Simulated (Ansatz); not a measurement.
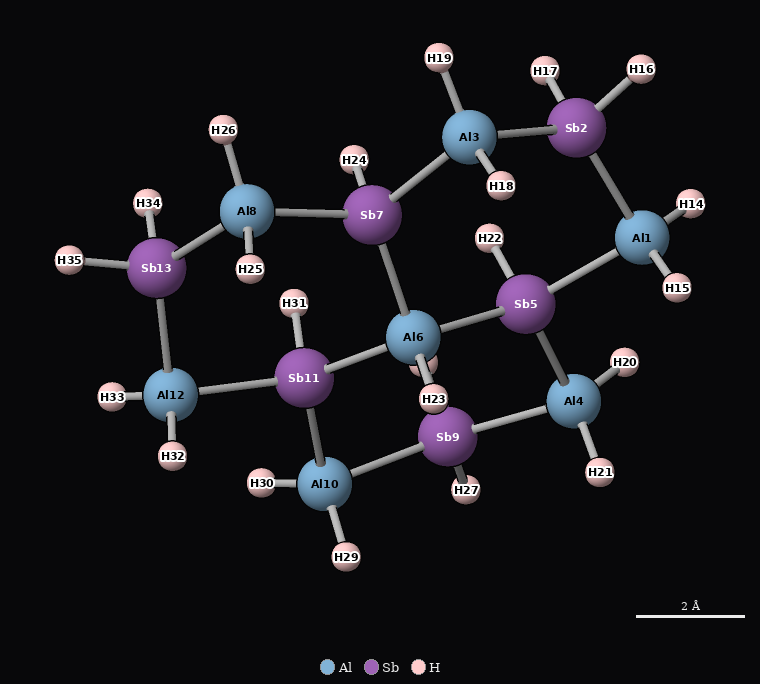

Figure 1. The input geometry of the first run (ball-and-stick view, seen at a tilt; atoms are numbered from 1 in the order of the input). Sticks mark near contacts. Bond lengths as drawn: Al–H 1.60 to 1.61 Å, Al–Sb 2.70 to 2.72 Å and H–Sb 1.72 to 1.73 Å.

# Al$_{7}$Sb$_{6}$H$_{22}$: a changed input and its effect

System: Al$_{7}$Sb$_{6}$H$_{22}$ (Al7Sb6 wurtzite other disc), charge −1, multiplicity 3.
Method of the first run: UKS PBE0-D4/def2-TZVP (Ansatz 0.2.0).

The geometry comes from this level: PBE-D4/def2-SVP. Text and figures count atoms from 1; the logs count them from 0 in places.

## The input, the first run
```yaml
crystal:
  periodic: [false, false, false]
  atoms:
    - {symbol: Al, position_ang: [-2.184800, -4.078749, -0.405238]}
    - {symbol: Sb, position_ang: [-4.119459, -2.375513, 0.474132]}
    - {symbol: Al, position_ang: [-4.624716, 0.154806, -0.396673]}
    - {symbol: Al, position_ang: [2.178746, -4.081327, -0.407373]}
    - {symbol: Sb, position_ang: [-0.002202, -2.508495, -0.090820]}
    - {symbol: Al, position_ang: [-0.001193, 0.000577, -1.082290]}
    - {symbol: Sb, position_ang: [-2.171067, 1.255519, -0.084056]}
    - {symbol: Al, position_ang: [-2.440692, 3.931516, -0.395298]}
    - {symbol: Sb, position_ang: [4.116117, -2.382381, 0.471844]}
    - {symbol: Al, position_ang: [4.624518, 0.147727, -0.398401]}
    - {symbol: Sb, position_ang: [2.172794, 1.252612, -0.089082]}
    - {symbol: Al, position_ang: [2.446033, 3.927611, -0.404327]}
    - {symbol: Sb, position_ang: [0.004834, 4.755820, 0.473427]}
    - {symbol: H, position_ang: [-2.117883, -5.329898, 0.605615]}
    - {symbol: H, position_ang: [-2.466112, -4.290667, -1.975227]}
    - {symbol: H, position_ang: [-5.610144, -3.234535, 0.590071]}
    - {symbol: H, position_ang: [-3.893543, -2.247404, 2.172573]}
    - {symbol: H, position_ang: [-4.950181, 0.021234, -1.966978]}
    - {symbol: H, position_ang: [-5.672797, 0.838123, 0.616033]}
    - {symbol: H, position_ang: [2.110496, -5.334236, 0.601005]}
    - {symbol: H, position_ang: [2.458054, -4.290608, -1.978293]}
    - {symbol: H, position_ang: [-0.001205, -2.214067, 1.604264]}
    - {symbol: H, position_ang: [-0.003320, 0.001267, -2.686037]}
    - {symbol: H, position_ang: [-1.913512, 1.103510, 1.610151]}
    - {symbol: H, position_ang: [-2.491276, 4.281357, -1.965224]}
    - {symbol: H, position_ang: [-3.552705, 4.498194, 0.620715]}
    - {symbol: H, position_ang: [5.605904, -3.244045, 0.587378]}
    - {symbol: H, position_ang: [3.889838, -2.254546, 2.170408]}
    - {symbol: H, position_ang: [4.952251, 0.013648, -1.968150]}
    - {symbol: H, position_ang: [5.672005, 0.829584, 0.615978]}
    - {symbol: H, position_ang: [1.916071, 1.107048, 1.605884]}
    - {symbol: H, position_ang: [2.489733, 4.276287, -1.974665]}
    - {symbol: H, position_ang: [3.564226, 4.493535, 0.605890]}
    - {symbol: H, position_ang: [0.010134, 4.498213, 2.172787]}
    - {symbol: H, position_ang: [0.005852, 6.477082, 0.589678]}
basis:
  gaussian: {orbitals: def2-TZVP, fitting: {mean_field: def2-universal-jkfit}}
total_charge: -1
magnetization: {spin_polarized: true, initial_magnetization: 2}
hamiltonian: {xc: pbe0, dispersion: d4}
scf: {omitted_lower_state_checks: [starts]}
output: {orbitals: {seedname: orbitals}}
```

Command:
```bash
ansatz run in.yaml --threads 2 --pin off --events-out ev --progress --plain --max-ram 22528MiB --backend cuda --devices 0, --max-vram 18GiB
```

Hardware: 2 CPU threads, shared host.

## Output (the first run)
```
Functional definition: PBE0
  parameter a = 0.25
  parameter kappa = 0.804
  parameter beta = 0.06672455060314922
  exchange = (1 - a)*pbe_x(kappa = kappa, mu = beta*pi^2/3) + a*exact_x
  correlation = pbe_c(beta = beta)
these checks for a lower state are left out or cut short: starts
2600 factors; integrals over basis functions are off by at most 6.9e-1 eV
mean field evaluation 1: about -85743.9194 eV, gradient 2.3e1 eV
mean field evaluation 2: about -85742.9006 eV, gradient 2.7e1 eV
mean field evaluation 4: about -85747.4458 eV, gradient 2.8e0 eV
mean field evaluation 8: about -85747.4939 eV, gradient 3.6e-1 eV
mean field evaluation 16: about -85747.4953 eV, gradient 1.7e-2 eV
mean field evaluation 32: about -85747.5635 eV, gradient 3.6e-4 eV
mean field -85747.56350804 eV, -3151.1648371344 hartree, gradient 5.1e-6 eV, S^2 2.007152; 0 other end points of the search recorded, 0 dependent functions left out
reference -85747.56360345 eV, -3151.1648406406 hartree; 127, 125 occupied and 564, 566 virtual orbitals, 2600 factors
Total energy: -85749.25190879 eV, -3151.2268847174 hartree
Checks for a lower state left out: starts
```

The input of the second run differs as follows (lines with − go, lines with + come):
```diff
-total_charge: -1
-magnetization: {spin_polarized: true, initial_magnetization: 2}
+magnetization: {spin_polarized: true, initial_magnetization: 1}
```

What does this change do to the results?

The two differ by one electron: at this geometry, removing it changes the energy by 1.24 eV. The HOMO goes from −0.31 to −7.08 eV. The LUMO goes from −3.21 to −6.28 eV.

## Output (the second run)
```
Functional definition: PBE0
  parameter a = 0.25
  parameter kappa = 0.804
  parameter beta = 0.06672455060314922
  exchange = (1 - a)*pbe_x(kappa = kappa, mu = beta*pi^2/3) + a*exact_x
  correlation = pbe_c(beta = beta)
these checks for a lower state are left out or cut short: starts
2600 factors; integrals over basis functions are off by at most 6.9e-1 eV
mean field evaluation 1: about -85743.6506 eV, gradient 1.9e1 eV
mean field evaluation 2: about -85744.7271 eV, gradient 1.6e1 eV
mean field evaluation 4: about -85746.3623 eV, gradient 1.6e0 eV
mean field evaluation 8: about -85746.3781 eV, gradient 1.2e-1 eV
mean field evaluation 16: about -85746.3783 eV, gradient 8.8e-4 eV
mean field evaluation 32: about -85746.3783 eV, gradient 1.6e-5 eV
mean field -85746.37829238 eV, -3151.1212812621 hartree, gradient 5.8e-6 eV, S^2 0.755368; 0 other end points of the search recorded, 0 dependent functions left out
reference -85746.37838808 eV, -3151.1212847793 hartree; 126, 125 occupied and 565, 566 virtual orbitals, 2600 factors
Total energy: -85748.00975314 eV, -3151.1812363393 hartree
Checks for a lower state left out: starts
```

## The two runs side by side

| quantity | the first run | the second run |
| --- | --- | --- |
| outcome | converged | converged |
| total energy (hartree) | −3151.226885 | −3151.181236 |
| HOMO (eV) | −0.31 | −7.08 |
| LUMO (eV) | −3.21 | −6.28 |
| ⟨S²⟩ | 2.007 | 0.755 |
| basis functions | 691 | 691 |
| wall time (shared host) | 32 s | 17 s |
